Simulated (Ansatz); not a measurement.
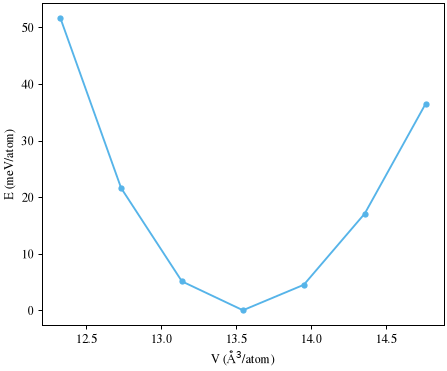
Figure: CdO (rock salt, Fm-3m) under volume change, plane-wave PAW PBE (Ansatz code), scaled uniformly.

**Question.** What does a third-order Birch–Murnaghan fit give for V₀, B₀ and B′?

**Answer.** V₀ = 13.55 Å³/atom, B₀ = 126 GPa, B′ = 4.8.

The PBE relaxation kept the symmetry of its start. The volume moved by 25 % from the start of the relaxation.

Potentials: the later of the program's two PAW sets.
